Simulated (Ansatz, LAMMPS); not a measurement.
## K+ triflate in vinylene carbonate and dimethyl carbonate and a fluorinated ether (TTE) at 440 K (149 atoms): a single point

Aim: energy, forces, charges and density of states of K+ triflate in vinylene carbonate and dimethyl carbonate and a fluorinated ether (TTE) at 440 K (149 atoms) at a fixed geometry.

Calculated with Ansatz 0.2.0; Kohn-Sham DFT, r2SCAN+D4, PAW (set soft_2), plane waves.

## (1) Starting point

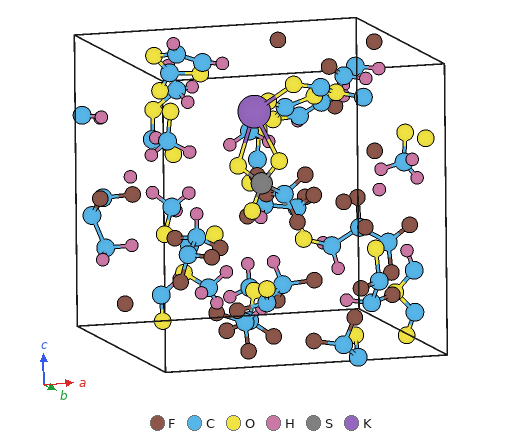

Start, viewed slightly off an axis; fluorine brown, carbon blue, oxygen yellow, hydrogen pink, sulfur grey, potassium purple. Bonds to atoms that aren't drawn are left out. Some periodic images of atoms are drawn too.

The cell holds 149 atoms: 35 F, 42 C, 28 O, 42 H, 1 S and 1 K. Its edges and angles: a = 13.115 Å, b = 13.115 Å, c = 13.115 Å, α = 90.0°, β = 90.0°, γ = 90.0°. 4 vinylene carbonate, 3 dimethyl carbonate, 4 a fluorinated ether (TTE), 1 K+, 1 triflate placed at random, at 1.27 g/cm³; overlaps pushed apart, then 10 ps at 550 K with Joung-Cheatham ions (J. Phys. Chem. B 112, 9020 (2008)); MMFF94 bonds, angles, torsions, charges and radii (Halgren, J. Comput. Chem. 17, 490 (1996)) in harmonic and 12-6 forms; charges of ions scaled by 0.8. Snapshot after 30 ps at 440 K and fixed volume.

What the set-up can't give: The network of contacts between molecules at the start is that of the classical potential that made the cell, and needn't be the one that DFT or experiment would give. The density was typed from a rule of thumb and may lie off the real one at this temperature. Sampling is at Γ alone, for a cell whose shortest periodic width is 13 Å.

## (2) Making the structure

A classical potential makes the cell, at a small fraction of what the same run would cost in DFT.

This step: classical MD, Joung-Cheatham ions (J. Phys. Chem. B 112, 9020 (2008)); MMFF94 bonds, angles, torsions, charges and radii (Halgren, J. Comput. Chem. 17, 490 (1996)) in harmonic and 12-6 forms; charges of ions scaled by 0.8 (LAMMPS 22 Jul 2025 - Update 4).

Contents of in.lmp:

```
# K+ triflate in vinylene carbonate and dimethyl carbonate and a fluorinated ether (TTE)
units real
atom_style full
boundary p p p
bond_style harmonic
angle_style harmonic
dihedral_style opls
improper_style harmonic
special_bonds lj 0 0 0.5 coul 0 0 0.75
read_data data.lmp
neigh_modify delay 0 every 1 check yes one 4000
comm_modify cutoff 12.0
timestep 0.5
thermo_style custom step time temp pe press density
thermo_modify norm yes
# push overlapping molecules apart
pair_style soft 2.6
pair_coeff * * 0.0
variable a equal ramp(1,60)
fix ad all adapt 1 pair soft a * * v_a
velocity all create 550 50659 mom yes dist gaussian
fix lim all nve/limit 0.03
fix lan all langevin 550 550 50 50660 zero yes
thermo 1000
run 3000 post no
unfix ad
pair_style lj/cut/coul/long 9.0
pair_modify mix arithmetic tail yes
pair_coeff 1 1 0.0801 2.5590   # F
pair_coeff 2 2 0.0678 3.3680   # C
pair_coeff 3 3 0.0763 3.0430   # O
pair_coeff 4 4 0.0216 2.5400   # H
pair_coeff 5 5 0.0678 3.4070   # C
pair_coeff 6 6 0.0763 2.9870   # O
# [... 22 lines left out ...]
compute msd all msd com yes
thermo 7500
fix md all nvt temp 440 440 100
run 30000 post no
print "== T440: mean square displacement over the hold $(c_msd[4]:%.2f) A^2"
unfix md
uncompute msd
write_dump all custom T440.dump id type xs ys zs modify sort id
```

Run with:

```
$ lmp -in in.lmp -log none -nocite
```

Numbers of over 12 decimals in the logs are rounded to 6 here.

The program printed:

```text
LAMMPS (22 Jul 2025 - Update 4)
Reading data file ...
  orthogonal box = (0 0 0) to (13.1154 13.1154 13.1154)
  149 atoms
  orthogonal box = (0 0 0) to (13.1154 13.1154 13.1154)
  140 bonds
  231 angles
  219 dihedrals
  15 impropers
   Step          Time           Temp          PotEng         Press         Density
         0   0              550            0.48744389    -1792.0742      1.2740001
      1000   500            509.14044      1.6435666      3910.8411      1.2740001
      2000   1000           576.12908      1.6904898      9263.341       1.2740001
      3000   1500           548.69142      1.7154082      3337.7266      1.2740001
Loop time of 0.251804 s on 1 MPI rank(s) for 3000 steps with 149 atoms
PPPM initialization ...
WARNING: System is not charge neutral, net charge = -8e-05
  G vector (1/distance) = 0.29874506
  grid = 8 8 8
  estimated relative force accuracy = 3.3488081e-05
   Step          Time           Temp          PotEng         Press         Density
[... 14 lines left out ...]
      2000   1000           446.43025      3.4538096      964.96643      1.2740001
Loop time of 0.769461 s on 1 MPI rank(s) for 2000 steps with 149 atoms
   Step          Time           Temp          PotEng         Press         Density
      2000   1000           446.43025      3.4538096      964.96643      1.2740001
[... 5 lines left out ...]
Loop time of 4.00991 s on 1 MPI rank(s) for 10000 steps with 149 atoms
   Step          Time           Temp          PotEng         Press         Density
[... 4 lines left out ...]
Loop time of 2.01093 s on 1 MPI rank(s) for 5000 steps with 149 atoms
   Step          Time           Temp          PotEng         Press         Density
[... 2 lines left out ...]
     30000   29000          428.22979      3.1821068     -2315.9083      1.2740001
     37500   36500          470.93075      3.231554      -2013.1493      1.2740001
     45000   44000          427.546        3.2337991     -8838.6173      1.2740001
     47000   46000          432.35325      3.3885697     -4839.7917      1.2740001
Loop time of 11.9932 s on 1 MPI rank(s) for 30000 steps with 149 atoms
== T440: mean square displacement over the hold 45.99 A^2
```

Elapsed: 19 s, on 1 thread of Arm Neoverse V2, shared host; peak memory 0.13 GiB.

The input also reads data.lmp (atoms, bonds and types; not printed here).

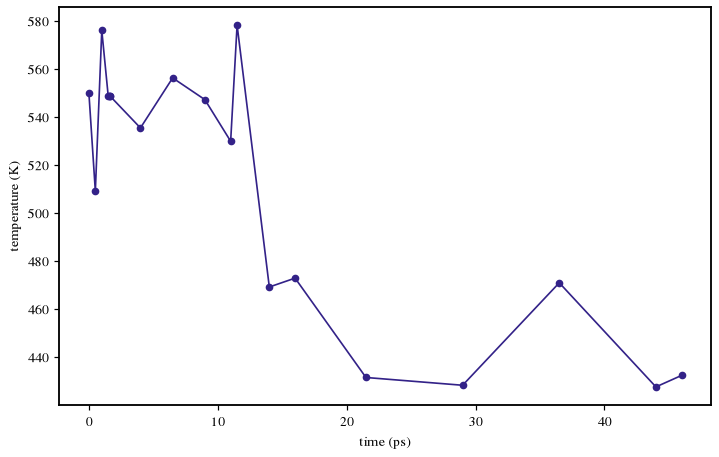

Temperature against time.

## (3) Plane-wave single point

One self-consistent run at the given positions yields energy and forces.

Contents of input.yaml:

```yaml
crystal:
  lattice:
    - [13.1154, 0.0, 0.0]
    - [0.0, 13.1154, 0.0]
    - [0.0, 0.0, 13.1154]
  atoms:
    - { symbol: F, position: [0.38432, 0.71626, 0.46855] }
    - { symbol: C, position: [0.46344, 0.65671, 0.49294] }
    - { symbol: F, position: [0.44654, 0.63193, 0.5917] }
    - { symbol: C, position: [0.55879, 0.72105, 0.48796] }
    - { symbol: F, position: [0.63652, 0.66467, 0.51789] }
    - { symbol: F, position: [0.5592, 0.8136, 0.53969] }
    - { symbol: O, position: [0.57302, 0.74776, 0.38388] }
    - { symbol: C, position: [0.64519, 0.83556, 0.3707] }
    - { symbol: C, position: [0.74834, 0.82334, 0.42521] }
    - { symbol: F, position: [0.79762, 0.73052, 0.40806] }
    - { symbol: F, position: [0.73853, 0.8332, 0.53081] }
    - { symbol: C, position: [0.82207, 0.91095, 0.38407] }
    - { symbol: F, position: [0.83555, 0.90087, 0.27745] }
    - { symbol: F, position: [0.90435, 0.89409, 0.43576] }
    - { symbol: H, position: [0.47118, 0.5903, 0.43894] }
    - { symbol: H, position: [0.66468, 0.84262, 0.29266] }
    - { symbol: H, position: [0.59431, 0.90113, 0.39385] }
    - { symbol: H, position: [0.79652, 0.98464, 0.4063] }
    - { symbol: F, position: [0.9506, 0.36057, 0.97743] }
    - { symbol: C, position: [0.93213, 0.36227, 0.08201] }
    - { symbol: F, position: [0.9784, 0.45126, 0.12092] }
    - { symbol: C, position: [0.98826, 0.27044, 0.13835] }
    - { symbol: F, position: [0.08686, 0.26867, 0.11452] }
    - { symbol: F, position: [0.9506, 0.18288, 0.10182] }
    - { symbol: O, position: [0.97802, 0.26779, 0.25074] }
    - { symbol: C, position: [0.04334, 0.19301, 0.29677] }
    - { symbol: C, position: [0.00504, 0.16358, 0.40577] }
    - { symbol: F, position: [0.05965, 0.08488, 0.44816] }
    - { symbol: F, position: [0.90918, 0.12772, 0.3927] }
    - { symbol: C, position: [0.01734, 0.25126, 0.47987] }
    - { symbol: F, position: [0.11496, 0.27688, 0.48945] }
    - { symbol: F, position: [0.99046, 0.22629, 0.57869] }
    [... 111 atom lines left out ...]
    - { symbol: O, position: [0.69566, 0.08411, 0.53897] }
    - { symbol: C, position: [0.65368, 0.27466, 0.45766] }
    - { symbol: F, position: [0.69131, 0.29976, 0.36371] }
    - { symbol: F, position: [0.57052, 0.33661, 0.47324] }
    - { symbol: F, position: [0.7175, 0.30981, 0.52641] }
    - { symbol: K, position: [0.60951, 0.08333, 0.71372] }
kpoints:
  mp_grid: { grid: [1, 1, 1] }
hamiltonian:
  xc: r2scan
  dispersion: d4
scf:
  occupations: { method: fixed }
output:
  forces: true
  stress: true
  populations: true
  dos:
    method: { smearing: { sigma: 0.1 } }
    de: 0.1
    projected: { site_lists: { C: [C], F: [F], H: [H], K: [K], O: [O] } }
  eigenvalues: true
  write_density: true
  write_potential: true
  volumetric_format: npy
```

Run with:

```
$ ansatz run input.yaml --threads 8 --pin off --max-ram 15872MiB --backend cpu --events-out ev --progress --plain --runs-dir out
```

The program printed:

```text
Engine: ansatz 0.2.0, aarch64-unknown-linux-gnu
Pseudopotentials: kind: paw
Pseudopotential: F, paw, valence charge 7, recommended cutoff 500 eV (meta_gga), F.paw.azcp
Pseudopotential: C, paw, valence charge 4, recommended cutoff 500 eV (meta_gga), C.paw.azcp
Pseudopotential: O, paw, valence charge 6, recommended cutoff 500 eV (meta_gga), O.paw.azcp
Pseudopotential: H, paw, valence charge 1, recommended cutoff 500 eV (meta_gga), H.paw.azcp
Pseudopotential: S, paw, valence charge 6, recommended cutoff 500 eV (meta_gga), S.paw.azcp
Pseudopotential: K, paw, valence charge 9, recommended cutoff 500 eV (meta_gga), K.paw.azcp
Functional definition: r2SCAN
  parameter k0 = 0.174
  parameter k1 = 0.065
  parameter a1 = 4.9479
  exchange = r2scan_x(k0 = k0, k1 = k1, a1 = a1)
  correlation = r2scan_c
Crystal: 149 atoms, lattice volume = 2256.029 Å³
Basis set: ecut = 500 eV, 57363 PW (Γ), exchange–correlation on 384×384×384 points (64 copies of the dense FFT grid, shifted against one another)
Bands: 468, of which v1, the nominal top of the filled ones, is band 319 counted from 1 (318 counted from 0)
Symmetry: 1 space group operations
Space group: P1 (ITA 1), of the structure as read, at distance tolerance 1.3e-4 Å
k-points: 1
Non-local potential: F, projectors of the file, l = 0: 2, l = 1: 2, l = 2: 1
Non-local potential: C, projectors of the file, l = 0: 2, l = 1: 2, l = 2: 1
Non-local potential: O, projectors of the file, l = 0: 2, l = 1: 2, l = 2: 1
Non-local potential: H, projectors of the file, l = 0: 2, l = 1: 1
Non-local potential: S, projectors of the file, l = 0: 2, l = 1: 2, l = 2: 2
Non-local potential: K, projectors of the file, l = 0: 3, l = 1: 2, l = 2: 2
PAW form: soft (Blöchl's): semilocal exchange-correlation on the pseudo side does not see the compensation charge
PAW frozen core: F, regenerated for the run's functional (the file was generated under x = pbe(κ = 0.804, μ = 0.219515), c = pbe(β = 0.066725))
PAW frozen core: C, regenerated for the run's functional (the file was generated under x = pbe(κ = 0.804, μ = 0.219515), c = pbe(β = 0.066725))
PAW frozen core: O, regenerated for the run's functional (the file was generated under x = pbe(κ = 0.804, μ = 0.219515), c = pbe(β = 0.066725))
PAW frozen core: S, regenerated for the run's functional (the file was generated under x = pbe(κ = 0.804, μ = 0.219515), c = pbe(β = 0.066725))
PAW frozen core: K, regenerated for the run's functional (the file was generated under x = pbe(κ = 0.804, μ = 0.219515), c = pbe(β = 0.066725))
PAW one-centre angular grid: F, 302 points (default); XC on 160 Gauss nodes
PAW one-centre angular grid: C, 302 points (default); XC on 239 of its mesh's 2573 points in the sphere
PAW one-centre angular grid: O, 302 points (default); XC on 160 Gauss nodes
PAW one-centre angular grid: H, 302 points (default); XC on 160 Gauss nodes
PAW one-centre angular grid: S, 302 points (default); XC on 160 Gauss nodes
PAW one-centre angular grid: K, 302 points (default); XC on 160 Gauss nodes
Initial density: superposition of atomic densities (neutral atoms: chi_scale 0, normalization atom), corrected by the library's trained network
Initial wavefunctions: pseudopotential atomic-orbital guess
Functional: x = r2scan, c = r2scan; τ floored in thin density (d = 2e-4 eV/Å³)
SCF iter   1: F=—  HF=-57902.873000 eV  |F-HF|=—  |Δ(HF+E_count)|=         —  Δρ=1.02e-2  dr2=2.23e0  dr2_τ=1.31e1  ethr=1.77e-3  ⟨swp⟩=4.0  Hψ=1698  notcnv=0  defer=146
preconditioner: auto → Resta (q_TF=auto, 2.210 Å⁻¹)  ε∞=2.3  [insulator: Δε(μ)=4.144 eV  Ē_g=16.180 eV  n_scr=436 (ndim 8)  ℏωp=18.4 eV  f_vac=0.407  ε∞_Penn≈2.3]
SCF iter   2: F=—  HF=-57902.844373 eV  |F-HF|=—  |Δ(HF+E_count)|=   2.86e-2  Δρ=4.94e-3  dr2=3.00e-1  dr2_τ=7.58e-2  ethr=3.50e-4  ⟨swp⟩=2.0  Hψ=853  notcnv=0  defer=146
SCF iter   3: F=—  HF=-57902.845055 eV  |F-HF|=—  |Δ(HF+E_count)|=   6.83e-4  Δρ=2.18e-3  dr2=9.32e-2  dr2_τ=7.43e-3  ethr=4.70e-5  ⟨swp⟩=2.0  Hψ=597  notcnv=0  defer=147
SCF iter   4: F=—  HF=-57902.858132 eV  |F-HF|=—  |Δ(HF+E_count)|=   1.31e-2  Δρ=9.77e-4  dr2=2.23e-2  dr2_τ=2.87e-3  ethr=1.46e-5  ⟨swp⟩=3.0  Hψ=714  notcnv=0  defer=147
SCF iter   5: F=—  HF=-57902.860007 eV  |F-HF|=—  |Δ(HF+E_count)|=   1.87e-3  Δρ=2.94e-4  dr2=2.57e-3  dr2_τ=1.70e-4  ethr=3.49e-6  ⟨swp⟩=2.0  Hψ=827  notcnv=0  defer=146
SCF iter   6: F=—  HF=-57902.862750 eV  |F-HF|=—  |Δ(HF+E_count)|=   2.74e-3  Δρ=1.31e-4  dr2=4.36e-4  dr2_τ=3.87e-5  ethr=4.03e-7  ⟨swp⟩=2.0  Hψ=611  notcnv=0  defer=147
SCF iter   7: F=—  HF=-57902.863496 eV  |F-HF|=—  |Δ(HF+E_count)|=   7.46e-4  Δρ=8.28e-5  dr2=1.33e-4  dr2_τ=1.67e-5  ethr=6.84e-8  ⟨swp⟩=3.0  Hψ=622  notcnv=0  defer=147
SCF iter   8: F=—  HF=-57902.863592 eV  |F-HF|=—  |Δ(HF+E_count)|=   9.61e-5  Δρ=2.09e-5  dr2=1.05e-5  dr2_τ=1.04e-6  ethr=2.09e-8  ⟨swp⟩=3.0  Hψ=610  notcnv=0  defer=142
SCF iter   9: F=—  HF=-57902.866855 eV  |F-HF|=—  |Δ(HF+E_count)|=   3.26e-3  Δρ=1.24e-5  dr2=3.33e-6  dr2_τ=3.71e-7  ethr=1.65e-9  ⟨swp⟩=2.0  Hψ=750  notcnv=0  defer=142
SCF iter  10: F=—  HF=-57902.866865 eV  |F-HF|=—  |Δ(HF+E_count)|=   1.02e-5  Δρ=3.19e-6  dr2=3.14e-7  dr2_τ=2.51e-8  ethr=5.21e-10  ⟨swp⟩=2.0  Hψ=639  notcnv=0  defer=142
SCF iter  11: F=-57902.866868 eV  HF=-57902.866868 eV  |F-HF|=4.34e-7  |Δ(HF+E_count)|=   2.65e-6  Δρ=2.06e-6  dr2=9.60e-8  dr2_τ=9.53e-9  ethr=1.57e-11  ⟨swp⟩=24.0  Hψ=4715  notcnv=0
SCF 1 converged in 11 iterations: F = -57902.866868 eV  dr2 = 9.60e-8
  greatest PAW one-centre occupation: 0.989 electrons in one spin orbital (limit 2), on the K atom at site 148 (counted from 0), in its partial waves of l = 0
WARN: The output density's exchange-correlation potential varies sharply where the density is thin. Do not read a vacuum level from v_tot or v_xc, or from such a field of the output density. On a cell that repeats whose density bears no net charge and no dipole along the vacuum's axis use v_es (v_loc + v_h of the components); [...]
SCF converged after 11 iterations
Free energy (F): -57902.866868 eV
Harris-Foulkes:  -57902.866868 eV  (|F-HF|=4.34e-7)
Internal energy: -57902.866868 eV  (E = F + TS)
E sigma→0 (E₀):  -57902.866868 eV
Fermi energy:    -1.205125 eV
--- Per-component energies (eV) ---
  E_band       = -7324.853209
  E_kinetic    = 16890.118681
  E_local      = -80159.739607  (includes V_loc(G=0)·N_el)
  E_nonlocal   = 5097.694380
  E_hartree    = 32223.624411
  E_xc         = -7338.057863
  E_vxc        = -10521.127946  (∫ρ·V_xc dr)
  E_paw        = -17233.480911  (= ΣΔE_a)
  E_vpaw       = -3796.130145  (= ΣTr[D̂ρ^β])
  E_aug_tail   = 0.044222  (compensation charges beyond the density's cutoff)
  E_vtau       = 717.049259  (kinetic-family band-sum trace: ∫τ·v_τ [+ j·A + Jᵃ·Aᵃ] dr)
  E_ewald      = -7376.825491
  E_disp       = -2.905193  (pairwise vdW)
  E_core_change = -3.339498  (= ΣΔE_core)
  E_smearing   = -0.000000  (= −TS)
  E_closure    = 0.000000  (closes the sum)
  Σ components = -57902.866868   (vs F -57902.866868, Δ=0.00e0)
--- Forces (eV/Å), atoms counted from 1 ---
  atom   1  F     -0.57644114     0.08396074    -0.78529150
  atom   2  C     -0.43452204     0.47794137    -0.01171716
  atom   3  F      0.37540608    -0.92204644     0.18388723
  atom   4  C      0.74402617     2.44207811    -2.89593589
  atom   5  F      0.70054212    -0.54732977     1.07809932
  atom   6  F     -1.06653251    -1.81042151     0.57599968
  atom   7  O      0.87276567    -0.02108190     0.63510155
  atom   8  C     -1.75321016    -0.93184142     1.65238165
  atom   9  C     -0.49900283     0.74188937    -0.03304794
  atom  10  F     -0.90304111     1.22802440    -0.00176179
  atom  11  F      1.08312608     0.12520929    -1.62386435
  atom  12  C     -2.18887856    -1.64595139    -0.21076111
  atom  13  F      0.10047988     0.17605935     1.92194231
  atom  14  F      3.13030522    -0.25845186     0.34498810
[...]
atom 148  F      1.33406682    -0.63199965     0.59114858
  atom 149  K     -0.24896812     0.14063200     0.29556311
  max |Σ_I F_I| component: 2.39e-4 eV/Å
--- Stress (GPa, compression-positive) ---
        0.507813       0.697287      -0.118702
        0.697287      -1.462600      -0.787591
       -0.118703      -0.787592      -2.270418
  P = ⅓ Tr σ = -1.0751 GPa (-10.751 kbar)
--- Band table (eV) ---
  k-point 0: bands = ["-30.6804", "-30.2812", "-29.9617", "-29.8425", [... 452 levels ...], "9.6362", "9.6784", "9.7084", "9.7269", "9.7479", "9.7876", "9.8300", "9.8631", "9.8885", "9.9306", "9.9461", "9.9718"]
--- Löwdin populations: 149 sites ---
  site symbol       q [e]
     0      F      7.2461
     1      C      3.4831
     2      F      7.2634
[...]
148      K      8.1348
  spilling = 0.011871 (of n_electrons = 638.000000)
```

Wall time 54 s (8 threads of Arm Neoverse V2, shared host); peak memory 6.2 GiB; 7 min of CPU time.

In the SCF lines HF is the Harris–Foulkes energy and dr2 the Hartree energy of the density residual, in eV; the loop may stop once dr2 is under the threshold and the program's other checks hold. Hψ counts applications of the Hamiltonian.

The program notes that the exchange-correlation potential is rough where the density is thin.

Read from the output:

| Quantity | Value |
| --- | --- |
| free energy | -57902.8669 eV |
| free energy per atom | -388.6098 eV/atom |
| SCF cycles | 11 |
| pressure | -1.075 GPa |
| r.m.s. force component | 1.355 eV/Å |
| longest force | 8.003 eV/Å |
| Fermi energy | -1.205 eV |
| gap (highest filled to lowest empty level) | 4.12 eV |
| spilling of the projection | 0.01187 |

Neighbours are counted within 1.82 Å (C-C), 1.34 Å (C-H), 1.62 Å (C-F), 1.73 Å (C-O), 2.21 Å (C-S), 3.18 Å (O-K), 1.93 Å (O-S).

Length of the force by element and coordination:

```tsv
element	coordination	atoms	mean length of the force (eV/Å)	spread	least	most
C	all	42	2.83	1.43	0.646	8.00
C	3	15	3.67	1.53	1.46	8.00
C	4	27	2.37	1.12	0.646	4.90
F	all	35	1.74	0.739	0.486	3.55
H	all	42	1.25	0.658	0.283	3.08
K	all	1	0.411	0	0.411	0.411
O	all	28	2.27	1.04	0.972	4.93
O	1	6	2.01	0.848	1.08	3.50
O	2	22	2.34	1.07	0.972	4.93
S	all	1	3.84	0	3.84	3.84
```

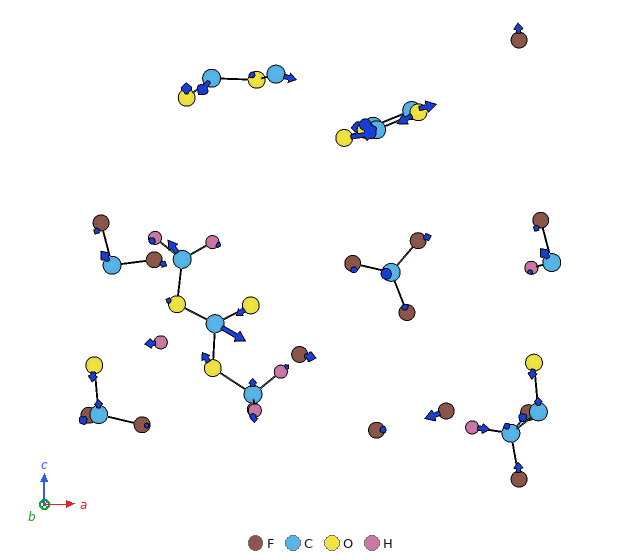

Forces as arrows; the longest in the cell is 8.00 eV/Å. Drawn is a slice 4 Å thick, seen along the normal of the ac plane. Bonds to atoms that aren't drawn are left out.

Löwdin charges by element and coordination (they lack the spilled electrons, 0.051 e an atom on average):

```tsv
element	coordination	atoms	mean charge (e)	spread	least	most
C	all	42	0.338	0.374	-0.254	0.798
C	3	15	0.366	0.348	0.0057	0.748
C	4	27	0.323	0.387	-0.254	0.798
F	all	35	-0.251	0.0204	-0.295	-0.203
H	all	42	0.224	0.0214	0.173	0.263
K	all	1	0.865	0	0.865	0.865
O	all	28	-0.371	0.172	-0.821	-0.188
O	1	6	-0.488	0.131	-0.770	-0.383
O	2	22	-0.340	0.169	-0.821	-0.188
S	all	1	2.30	0	2.30	2.30
```

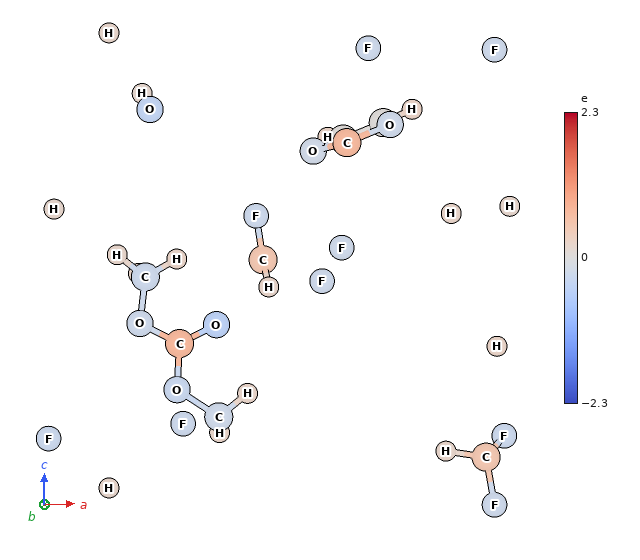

Atoms coloured by Löwdin charge. Drawn is a slice 4 Å thick, seen along the normal of the ac plane. Bonds to atoms that aren't drawn are left out.

(Part 1 of 2 ends here.)

[Logs are printed without paths, hosts, clocks, repeated set-up lines and the standing remarks that a program may print on its own settings, such as how far it seeks lower states.]

[Hosts, paths, dates, database ids (printed as entryN), source tags and the programs' standing remarks are cut or masked in the printed files.]

[The MMFF94 radii named for the starting cell were scaled by 0.96; in molecules described by MMFF94, hydrogen bound to N, O or S took a small fixed 12-6 site in their place.]
